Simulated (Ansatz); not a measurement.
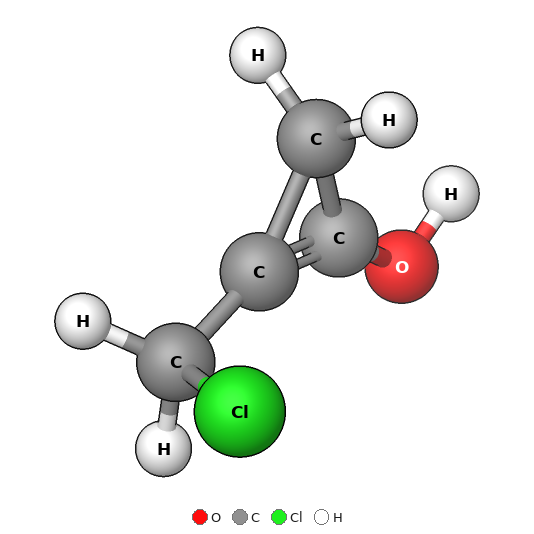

Rendered structure (ball-and-stick style). Double and triple bonds are drawn as two and three sticks.

The computed structure is the end point of a PBE0-D4/def2-TZVP optimisation. No frequency run is at hand to confirm it as a minimum.

**Give the formula.**

C₄H₅ClO, 11 atoms: 4 carbon, 5 hydrogen, 1 chlorine and 1 oxygen.

**Which point group does it belong to?**

C1.

**Describe its rings.**

Independent rings (smallest set): 1 of 3 members.

**Count the bonded pairs by element.**

4 C–C, 4 C–H, 1 C–O, 1 C–Cl, 1 O–H.

More results for the same structure follow; atom numbers are the same in all pictures, views and colours differ.

### Shape

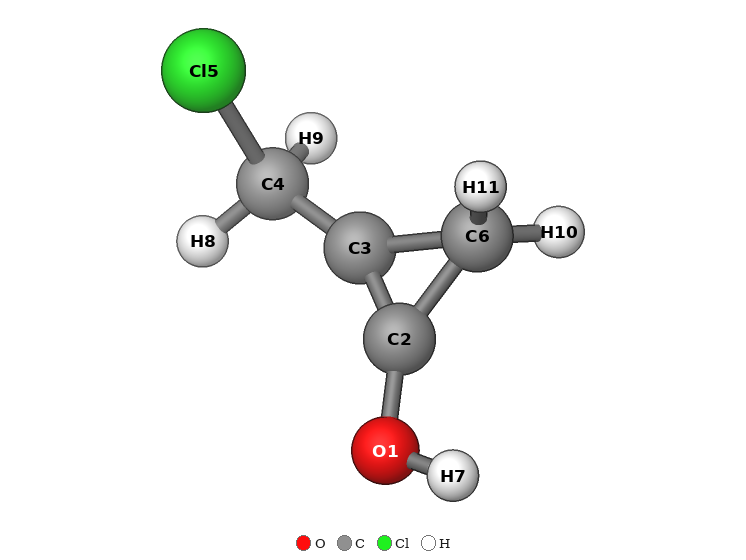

No frequency run is at hand to confirm it as a minimum.

**What is the geometry at C4?**

C4 has 4 neighbours (C3 at 1.45, Cl5 at 1.81, H8 at 1.09, H9 at 1.09 Å); the arrangement is tetrahedral.

**What is the geometry at O1?**

O1 has 2 neighbours (C2 at 1.33, H7 at 0.96 Å); the arrangement is bent.

**What is the dihedral angle O1–C2–C6–C3?**

180° in size, that is anti.

### Dipole moment

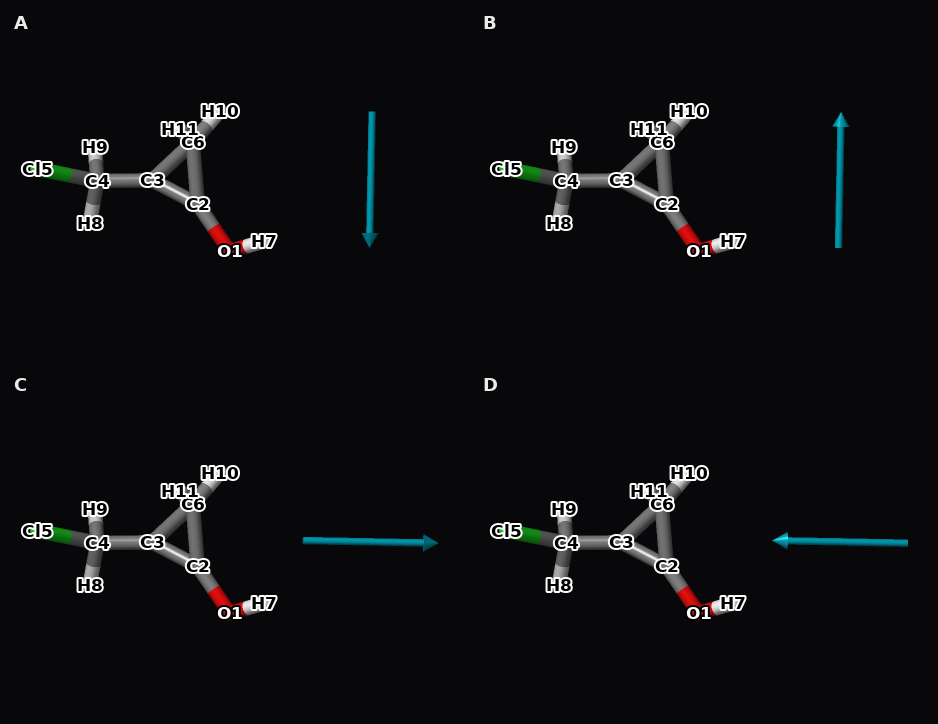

The same molecule four times, each with an arrow. No frequency run is at hand to confirm it as a minimum. Level of theory: RKS PBE0-D4/def2-TZVP (Ansatz 0.2.0).

**Which arrow points along the dipole moment, from the negative to the positive end?**

C. The dipole moment is 2.86 D; it points from the side of Cl5 to the side of H7 (the outermost atoms at the two ends).

### Levels of theory compared

No frequency run is at hand to confirm it as a minimum. Program: Ansatz 0.2.0.

At this fixed geometry, give HOMO–LUMO gap (eV) at these levels: B3LYP-D4/def2-TZVPP; PBE-D4/def2-TZVPP; PBE0-D4/def2-TZVPP; r2SCAN-D4/def2-TZVPP; ωB97M-V/def2-TZVPP; ωB97X-V/def2-TZVPP.

| level | HOMO–LUMO gap (eV) |
| --- | --- |
| B3LYP-D4/def2-TZVPP | 6.21 |
| PBE-D4/def2-TZVPP | 4.49 |
| PBE0-D4/def2-TZVPP | 6.65 |
| r2SCAN-D4/def2-TZVPP | 4.90 |
| ωB97M-V/def2-TZVPP | 10.86 |
| ωB97X-V/def2-TZVPP | 11.16 |

### Charges

The questions are on Mulliken charges. No frequency run is at hand to confirm it as a minimum. Method: RKS B3LYP-D4/def2-TZVPP (Ansatz 0.2.0).

List the Mulliken charges.

| atom | value (e) |
| --- | --- |
| O1 | −0.26 |
| C2 | 0.12 |
| C3 | −0.03 |
| C4 | −0.05 |
| Cl5 | −0.17 |
| C6 | −0.24 |
| H7 | 0.21 |
| H8 | 0.12 |
| H9 | 0.12 |
| H10 | 0.08 |
| H11 | 0.09 |

Mulliken values depend strongly on the basis set and can even reverse the polarity of a bond.
